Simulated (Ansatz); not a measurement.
# BH4NOSi: the cost of one run

Method: RKS BLYP-D4/def2-SVP, in Ansatz 0.2.0.

### Step 1. The structure to begin with

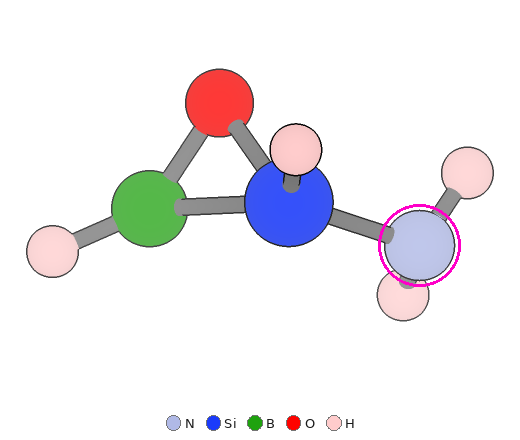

Start, viewed from a free direction; nitrogen light blue, silicon blue, boron green, oxygen red, hydrogen pink. Ringed: N1.

As a file:

```xyz
8

N    -0.9124    1.2546    0.1701
Si    0.5538    0.3488    0.1437
B     0.3961   -1.4055   -0.8054
O     0.3098   -1.2012    0.6452
H    -1.4191    1.1129    1.0608
H    -1.5837    0.9091   -0.5766
H     1.6927    0.8561    0.9738
H     1.0551   -1.9320   -1.6674
```

### Step 2. Relaxing end A

input.yaml

```yaml
crystal:
  periodic: [false, false, false]
  atoms:
    - { symbol: "N", position_ang: [-0.9124, 1.2546, 0.1701] }
    - { symbol: Si, position_ang: [0.5538, 0.3488, 0.1437] }
    - { symbol: B, position_ang: [0.3961, -1.4055, -0.8054] }
    - { symbol: O, position_ang: [0.3098, -1.2012, 0.6452] }
    - { symbol: H, position_ang: [-1.4191, 1.1129, 1.0608] }
    - { symbol: H, position_ang: [-1.5837, 0.9091, -0.5766] }
    - { symbol: H, position_ang: [1.6927, 0.8561, 0.9738] }
    - { symbol: H, position_ang: [1.0551, -1.932, -1.6674] }
basis:
  gaussian: { orbitals: def2-SVP }
hamiltonian:
  xc: blyp
  dispersion: d4
relax:
  f_tol: 0.015
  max_steps: 40
```

Started as:

```
$ ansatz run input.yaml --threads 1 --pin off --max-ram 2048MiB --backend cpu --events-out ev --progress --plain --runs-dir out
```

Q: Estimate wall time and peak memory on 1 thread of Intel Xeon at 2.70GHz, shared host.

About 43 s, with a peak of 0.15 GiB.
